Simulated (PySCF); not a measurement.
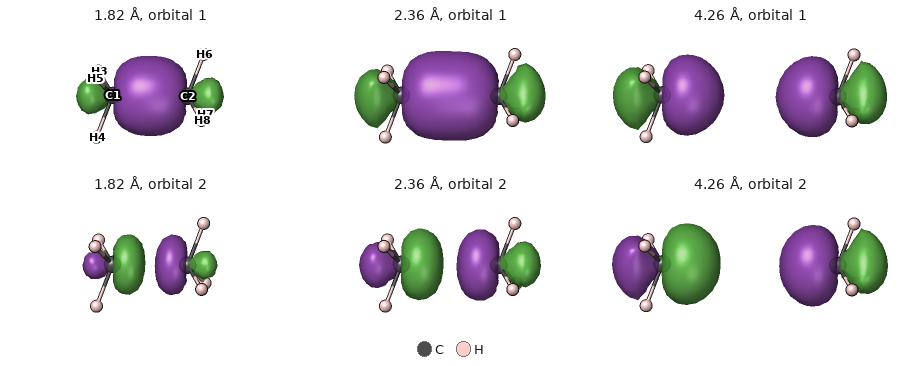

C2H6, SMILES `CC`. Rigid stretch of the C1–C2 bond. The two CASSCF(2,2) natural orbitals nearest half filling (orbital 1 the more occupied).

Method: 6-311+G** basis; geometry: GFN2-xTB; program: PySCF. No frequency check shows the geometry to be a minimum.

How do the occupations change along the stretch?

Answer. 1.82 Å: 1.96 and 0.04; 2.36 Å: 1.83 and 0.17; 4.26 Å: 1.10 and 0.90. At the longest distance computed (4.26 Å) they are 1.10 and 0.90, and the effective number of unpaired electrons is 2.0.

Where does the UHF solution part from RHF?

Answer. Between 2.05 Å (⟨S²⟩ = 0, the two coincide) and 2.36 Å (⟨S²⟩ = 0.56); at 4.26 Å ⟨S²⟩ is 1.01 and UHF lies 4.6 eV below RHF.

How much energy does the stretch cost?

Answer. By CASSCF, 4.1 eV from the lowest point of the scan (1.52 Å) to 4.26 Å; RHF gives 8.1 eV from its own lowest point. The fragments aren't relaxed and dynamic correlation is missing, so this isn't a bond dissociation energy.
